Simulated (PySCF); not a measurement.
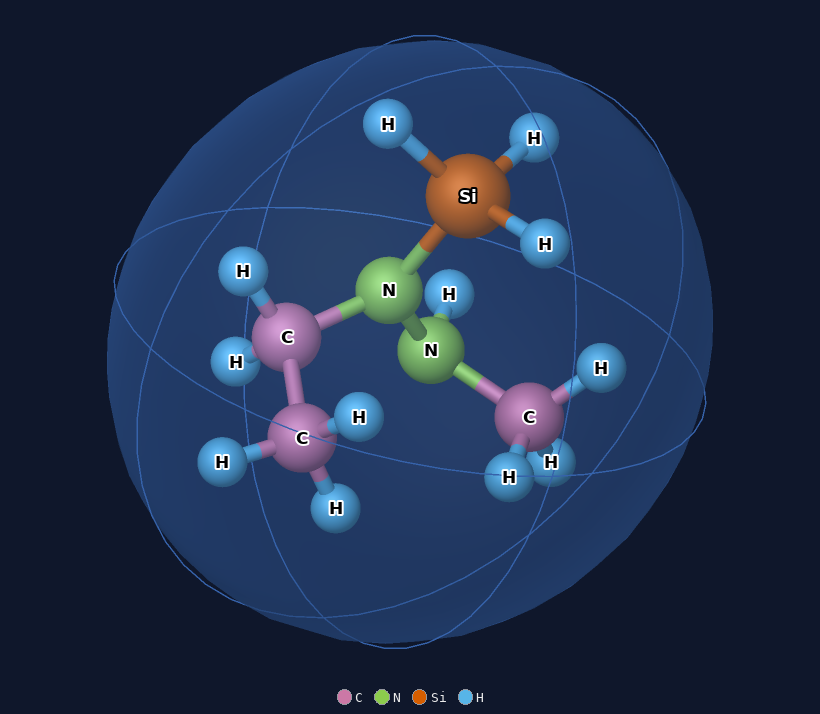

The ellipsoid shows the static dipole polarisability: its half-axes are proportional to the principal values. The geometry was computed by an optimisation with GFN2-xTB. No frequency run is at hand to confirm it as a minimum. Method: ωB97X-D/def2-SVPD (PySCF 2.14.0).

### How large and how anisotropic is the polarisability?

Principal values 73.1, 84.3, 85.3 bohr³; mean 80.9 bohr³ (11.98 Å³); anisotropy 11.7 bohr³, so the longest axis is 1.17 times the shortest.

The geometry is semi-empirical. Around Si such bond lengths and angles can be off by a tenth of an ångström or more and by several degrees, and values that hang on the shape move with them.
